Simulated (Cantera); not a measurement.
Charge: 1 mol CS2, 0.006 mol SO2, 0.24 mol N2, held at 0.000120 bar.

These are equilibrium values from Cantera (NASA tables, ideal gas, pure condensed phases), not measurements of a reactor. Candidate condensed phases: C, S; 35 gas species. Gases not in the tables: S3 to S7. Rates play no part.

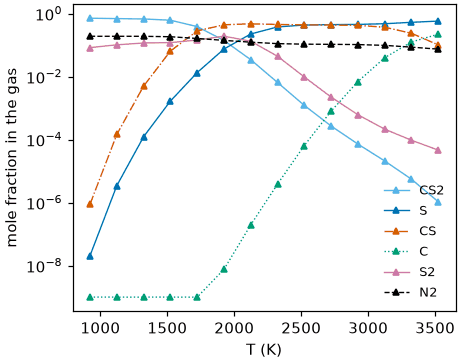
Figure. Equilibrium gas composition (values under 1e-9 drawn at 1e-9)

Question: Read off the mole fractions at 1123 K.

Answer: CS2 about 0.70, N2 about 0.19, S2 about 0.10, CS about 0.00015, S about 3.5e-6.
